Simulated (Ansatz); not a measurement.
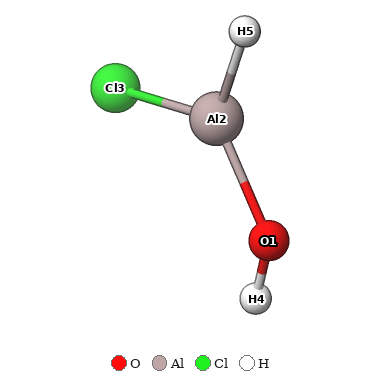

The system is AlClH₂O (SMILES [OH][AlH][Cl]) with the probe HF; the picture shows it without the atoms that are moved over the map. The probe is moved over a plane parallel to the molecule's main plane, 2.70 Å above it. Coordinates scanned: (1) x of the probe's F atom; (2) y of the probe's F atom. Nothing is relaxed (molecule and probe rigid, the probe upright with F nearest the plane). Grid: 11 × 13 points. Points are written as (first, second). All energies are given in meV relative to the lowest grid point. Theory: Ansatz, RKS PBE-D4/def2-SVPD.

Range: x of the probe's F atom from −3.0 to 3.0 Å; y of the probe's F atom from −3.6 to 3.6 Å.

What landscape does the calculation give?

Answer. The lowest grid point is at (0.0 Å, 0.6 Å). The bottom of the well lies between grid points, at about (0.2 Å, 0.8 Å), about 5.5 meV lower on the interpolated surface. It is the only kind of minimum in the scanned range. The highest grid point, (−1.8 Å, −0.6 Å), lies 250 meV above the lowest. Near the minimum the curvatures are about 0.11 and 0.15 eV/Å² along the soft and the stiff direction.

```tsv
y of the probe's F atom ↓, x of the probe's F atom →	−3.0	−2.4	−1.8	−1.2	−0.6	0.0	0.6	1.2	1.8	2.4	3.0
3.6	179	173	164	156	151	149	150	155	162	171	179
3.0	174	163	149	136	128	126	128	135	147	161	173
2.4	168	153	133	112	96	91	96	110	128	149	167
1.8	167	152	127	92	59	43	52	78	109	139	163
1.2	176	169	144	94	37	5	14	54	101	138	163
0.6	193	204	191	129	48	0	8	59	115	150	168
0.0	209	240	243	180	85	29	37	91	143	166	175
−0.6	209	242	250	199	118	69	75	118	156	169	174
−1.2	195	215	215	181	129	95	95	121	144	157	166
−1.8	182	188	184	162	132	108	103	114	129	144	157
−2.4	176	176	171	157	139	123	116	118	127	140	153
−3.0	179	175	170	162	151	141	134	133	137	146	156
−3.6	183	179	175	170	163	156	150	148	150	155	162
```

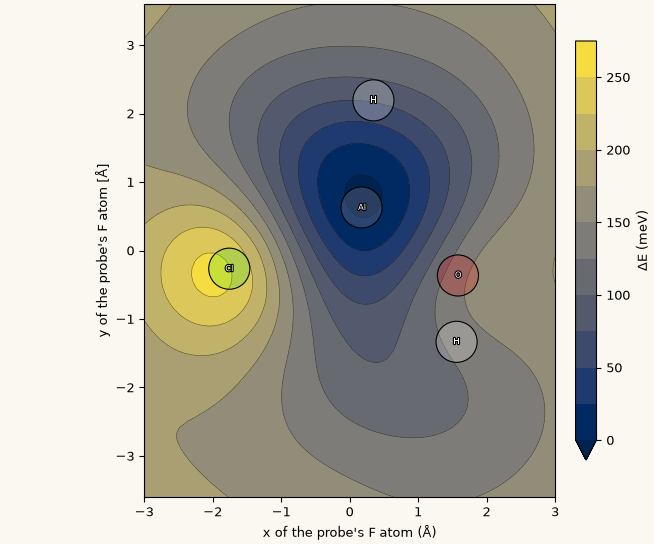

The picture shows filled contours, labelled circles for the molecule's atoms, projected on the plane. Between grid points the surface is interpolated.

Each point was launched as `ansatz run input.yaml --threads 1 --pin off --max-ram 2560MiB --backend cpu --events-out ev --progress --plain --runs-dir out`. The whole map (143 points run) took 10 min on 1 thread of Arm Neoverse V2, with other jobs on the host.
